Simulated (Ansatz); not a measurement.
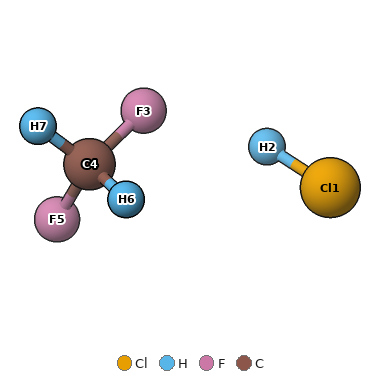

The system is the pair ClH···CH₂F₂; the picture shows the reference structure. Coordinates scanned: (1) separation of F3 and Cl1 along their line in the relaxed pair; (2) sideways slip of Cl1, H2. Nothing is relaxed (both partners rigid). Grid: 11 × 11 points. Points are written as (first, second). Energies: kJ/mol, counted from the lowest grid point. Level of theory: RKS B3LYP-D4/def2-SVPD in Ansatz 0.2.0.

Its coordinates:

```xyz
7

Cl    0.1010   -0.5697   -2.8156
H     0.1642    0.3186   -1.8725
F     0.2964    0.9705    0.0548
C    -0.0084   -0.0101    0.9689
F    -1.3023    0.1470    1.3409
H     0.1101   -0.9861    0.4786
H     0.6389    0.1298    1.8451
```

Range: separation of F3 and Cl1 along their line in the relaxed pair from 2.741 to 4.741 Å; sideways slip of Cl1, H2 from −1.5 to 1.5 Å.

> What landscape does the calculation give?

The lowest grid point is at (3.296 Å, 0.0 Å). It is the only kind of minimum in the scanned range. The highest grid point, (2.741 Å, −1.5 Å), lies 75.8 kJ/mol above the lowest. Round the minimum the two coordinates are nearly uncoupled.

```
second ↓, first →  2.741  2.821  2.951  3.112  3.296  3.499  3.719  3.955  4.205  4.467  4.741
              1.5    8.5    7.8    7.0    6.7    7.0    7.6    8.5    9.4   10.3   11.0   11.7
              1.2    9.5    7.8    6.1    5.3    5.4    6.1    7.3    8.5    9.6   10.6   11.3
              0.9   12.0    8.9    5.6    3.9    3.7    4.6    6.0    7.5    9.0   10.2   11.1
              0.6   15.8   10.7    5.5    2.6    2.0    3.0    4.8    6.7    8.4    9.8   10.9
              0.3   19.5   12.4    5.3    1.4    0.6    1.8    3.9    6.1    8.1    9.6   10.8
              0.0   22.2   13.7    5.4    0.9    0.0    1.3    3.5    5.9    8.0    9.7   10.9
             −0.3   25.4   16.2    7.1    2.1    0.9    1.9    4.0    6.3    8.3    9.9   11.1
             −0.6   32.3   22.4   12.2    6.1    3.8    3.9    5.4    7.3    9.1   10.5   11.6
             −0.9   44.7   33.3   20.9   12.6    8.4    7.2    7.6    8.8   10.1   11.2   12.1
             −1.2   60.7   46.9   31.4   20.1   13.7   10.8   10.1   10.5   11.2   12.0   12.7
             −1.5   75.8   59.6   40.9   26.9   18.5   14.2   12.5   12.2   12.4   12.9   13.3
```

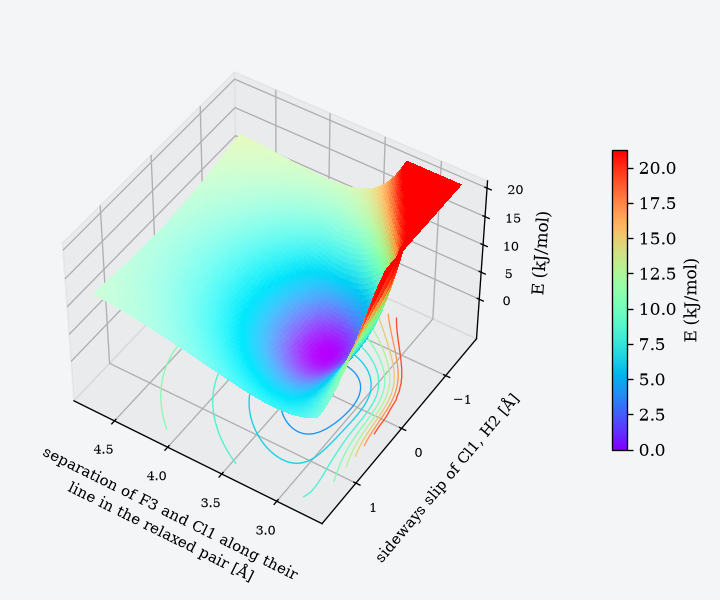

Drawn: a relief with its contours projected below, any walls above the top of the colour scale cut off. Between grid points the surface is interpolated.

Each point was launched as `ansatz run input.yaml --threads 1 --pin off --max-ram 2560MiB --backend cpu --events-out ev --progress --plain --runs-dir out`. The whole map (121 points run) took 11 min on 1 thread of Arm Neoverse V1, on a shared host.
